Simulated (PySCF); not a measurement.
```yaml
atoms:
  - { symbol: C, position_ang: [-2.3389, 0.4471, 0.9013] }
  - { symbol: C, position_ang: [-1.4996, 0.2613, -0.0971] }
  - { symbol: C, position_ang: [-1.4177, 0.9161, -1.4487] }
  - { symbol: O, position_ang: [-0.2860, 0.2093, -1.9777] }
  - { symbol: Si, position_ang: [0.0002, -0.7374, -0.6490] }
  - { symbol: Cl, position_ang: [-0.0934, -2.6921, -1.0418] }
  - { symbol: O, position_ang: [1.3739, -0.4361, 0.1214] }
  - { symbol: Si, position_ang: [2.9944, -0.4369, 0.3278] }
  - { symbol: H, position_ang: [-2.2641, -0.1183, 1.8139] }
  - { symbol: H, position_ang: [-3.1345, 1.1747, 0.8458] }
  - { symbol: H, position_ang: [-2.2858, 0.7377, -2.0854] }
  - { symbol: H, position_ang: [-1.1960, 1.9838, -1.4141] }
  - { symbol: H, position_ang: [3.1339, 0.1703, 1.6469] }
  - { symbol: H, position_ang: [3.5792, 0.3586, -0.7474] }
  - { symbol: H, position_ang: [3.4301, -1.8302, 0.2765] }
```

Geometry: GFN2-xTB.

The calculation used CAM-B3LYP/def2-SVPD, SCF density, gas phase in PySCF.

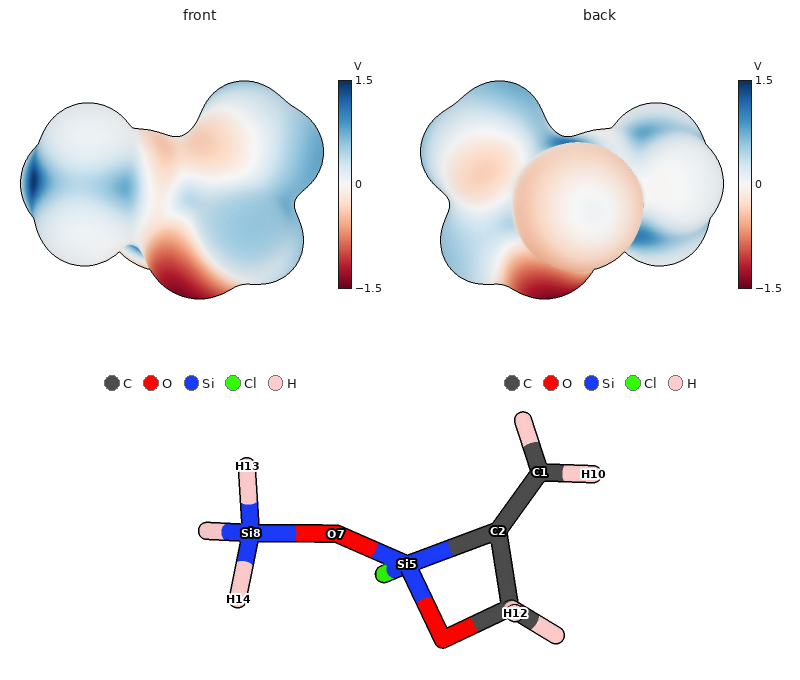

C$_{3}$H$_{7}$ClO$_{2}$Si$_{2}$. The electrostatic potential painted on the density surface at 0.001 e/bohr³, seen from the front and from behind; red is negative and blue positive. The bare structure is drawn below in the same view.

Question: Describe the electrostatic potential map.

Answer: The most negative region (about −1.4 V) lies over O4, the most positive (about +1.3 V) over Si8. O4 is the likeliest acceptor of a hydrogen bond.

Question: What dipole moment does the calculation give?

Answer: Its dipole moment is 1.79 D.
